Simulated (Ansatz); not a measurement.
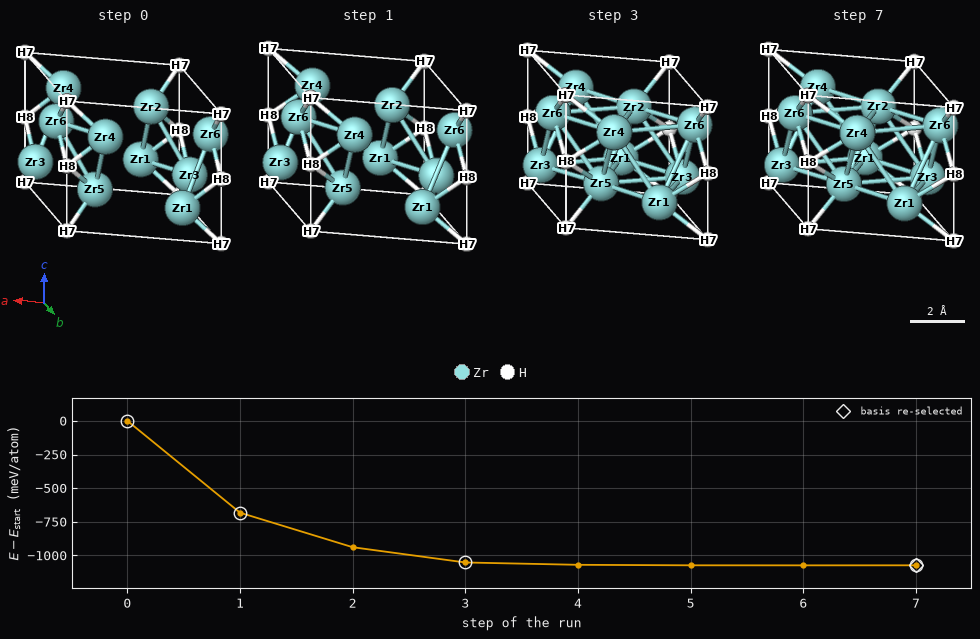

Frames of a relaxation of solid Zr3H (a generated structure, set up in P6_3/mcm) (coarse preliminary run), marked on the history of the run. The picture is a ball-and-stick view of the cell of the calculation, seen from a free direction.

Theory: Ansatz 0.2.0, DFT PBE, scalar-relativistic, plane waves, PAW.

The input:
```yaml
crystal:
  lattice:
    - [5.94667315, 0.0, 0.0]
    - [-2.97333658, 5.14997002, 0.0]
    - [0.0, 0.0, 5.09327882]
  atoms:
    - { symbol: Zr, position: [0.25, 0.0, 0.25] }
    - { symbol: Zr, position: [0.25, 0.25, 0.75] }
    - { symbol: Zr, position: [0.0, 0.25, 0.25] }
    - { symbol: Zr, position: [0.75, 0.0, 0.75] }
    - { symbol: Zr, position: [0.75, 0.75, 0.25] }
    - { symbol: Zr, position: [0.0, 0.75, 0.75] }
    - { symbol: H, position: [0.0, 0.0, 0.0] }
    - { symbol: H, position: [0.0, 0.0, 0.5] }
basis:
  ecutwfc: 420
kpoints:
  mp_grid: { grid: [3, 3, 4] }
hamiltonian:
  xc: pbe
scf:
  occupations: { method: gaussian, width: 0.1 }
  lower_state_search: "off"
output:
  forces: true
  stress: true
  eigenvalues: true
relax:
  adjacent_minimum: "off"
  f_tol: 0.04
  max_steps: 70
  cell: { stress_tol: 0.4 }
```

Command:
```bash
ansatz run input.yaml --threads 1 --pin off --max-ram 2560MiB --backend cpu --events-out ev --progress --plain --runs-dir out
```

What happens along the run?

The largest moves relative to the cell, 0.49 Å, are those of Zr1, Zr2, Zr3, Zr4, Zr5 and Zr6. Zr1 goes along +a. H stays in place. The drawn cell changes as follows: a = b 5.947 → 5.614 Å (−5.6 %), c 5.093 → 5.238 Å (+2.8 %); the volume changes by −8.3 %. Among the contacts that change: Zr1–Zr4 3.915 → 3.188 Å, Zr1–Zr3 3.933 → 3.219 Å, Zr1–Zr3 (another image) 2.575 → 3.287 Å, Zr1–H7 1.957 → 2.306 Å. New bonds form, among them: Zr1–Zr3 (3.93 → 3.22 Å), Zr1–Zr4 (3.91 → 3.19 Å), Zr1–Zr5 (3.93 → 3.22 Å), Zr2–Zr4 (3.93 → 3.22 Å). Among the angles between lasting bonds that change: Zr1–H7–Zr2 97.7° → 89.1°, Zr1–H7–Zr3 82.3° → 90.9°. The space group stays P6_3/mcm (No. 193). After 6 accepted moves (7 points after the start) the energy has fallen by 1073 meV per atom. Largest force component: 6.9 eV/Å at the start, 0.017 eV/Å at the end. The pressure goes from 22.15 to 0.00 GPa. At 1 point the geometry stayed and the basis and grid were re-selected for the new cell (energy shift of 0.3 meV per atom at most each time). From step 0 to 1: Zr atoms move most (0.20 Å), volume +5.2 %, energy −682 meV per atom. From step 1 to 3: Zr atoms move most (0.32 Å), volume −17.7 %, energy −370 meV per atom. From step 3 to 7: Zr atoms move most (0.02 Å), volume +5.9 %, energy −21.1 meV per atom.

```
step  E − E(0), meV/atom  largest force component, eV/Å  pressure, GPa  volume, Å³/atom                      note
   0                0.00                         6.8934          22.15           19.498                          
   1             -682.27                         2.2197          -0.74           20.507                          
   2             -938.81                         1.7778           0.49           18.564                          
   3            -1052.20                         0.1504           6.28           16.869                          
   4            -1069.61                         0.3198           0.12           17.899                          
   5            -1073.24                         0.1029          -0.27           17.911                          
   6            -1073.55                         0.0167           0.04           17.871                          
   7            -1073.27                         0.0168           0.00           17.871  same geometry, new basis
```
